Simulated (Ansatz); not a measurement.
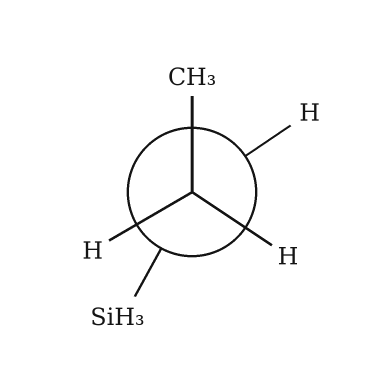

A Newman projection along the C–N bond, carbon in front; angles are drawn as computed, but eclipsed bonds slightly apart. Computed geometry: PBE-D4/def2-SVP optimisation. No frequency run is at hand to confirm it as a minimum.

Which molecule is it?

Answer. C2H9NSi, CCN[SiH3]

What is the torsion angle from the front CH3 to the back SiH3? The sign is positive where the front bond must turn clockwise to cover the back bond.

Answer. −151°, antiperiplanar (anti).
